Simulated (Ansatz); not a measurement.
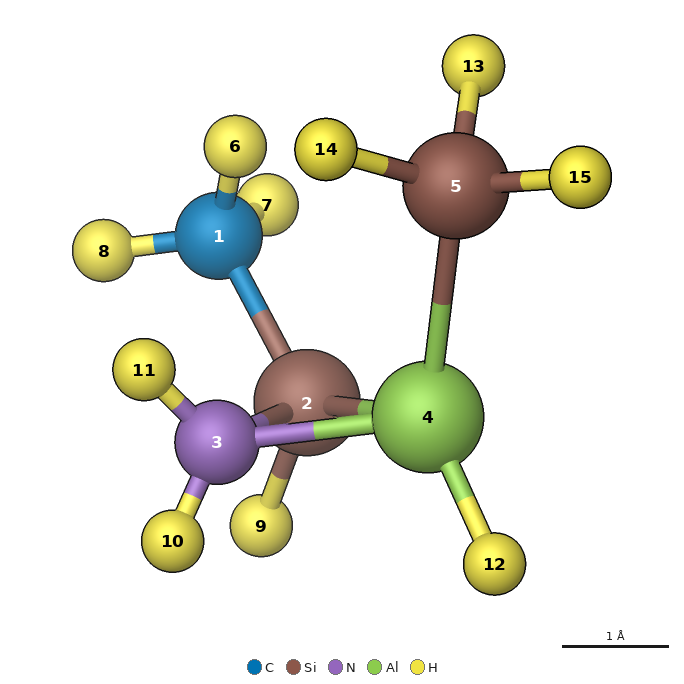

Atoms carry their numbers in the input. The geometry was computed by an optimisation with PBE-D4/def2-SVP. No frequency run is at hand to confirm it as a minimum.

Q: What is the geometry at Si5?

A: Si5 has 4 neighbours (Al4 at 2.46, H13 at 1.51, H14 at 1.52, H15 at 1.51 Å); the arrangement is tetrahedral.

Q: Describe the coordination of atom 1.

A: C1 has 4 neighbours (Si2 at 1.90, H6 at 1.11, H7 at 1.11, H8 at 1.11 Å); the arrangement is tetrahedral.

Q: What is the dihedral angle N3–Si2–Al4–Si5?

A: 94° in size, that is about perpendicular.
